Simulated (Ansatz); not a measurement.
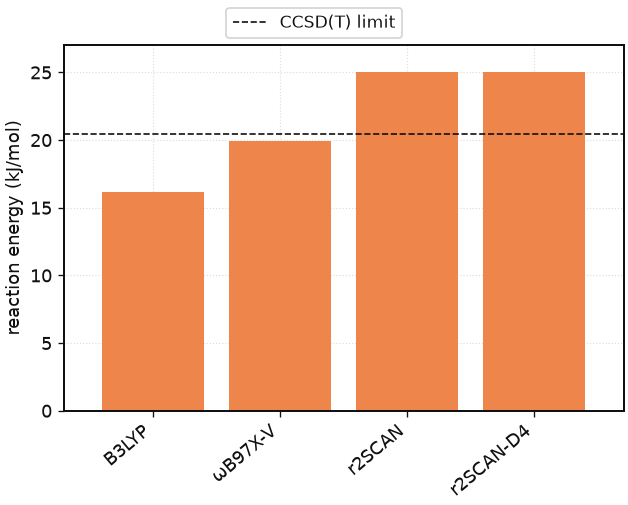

Electronic reaction energy of BSiH₄SF (B[SiH](F)S) + AlSiH₅S ([AlH2][S][SiH3]) → AlSiH₄SF (F[SiH]([AlH2])S) + BSiH₅S (BS[SiH3]) (SMILES in brackets) at several levels (functionals in def2-TZVPP unless a basis is named), isolated molecules at PBE0-D4 triple-zeta geometries, minima by their frequencies, no zero-point or thermal terms, the Ansatz code. The line is frozen-core CCSD(T) at the basis limit (MP2 extrapolated from triple and quadruple zeta, plus CCSD(T) less MP2 in a smaller set). No dispersion term is added to B3LYP and r2SCAN.

What range do the values span, the line included?

From 16.2 kJ/mol (B3LYP) to 25.0 kJ/mol (r2SCAN-D4).

Give the values.

```tsv
level	kJ/mol	less CCSD(T) limit
B3LYP	16.2	−4.3
ωB97X-V	20.0	−0.5
r2SCAN	25.0	4.5
r2SCAN-D4	25.0	4.5
CCSD(T) limit	20.5	0.0
```
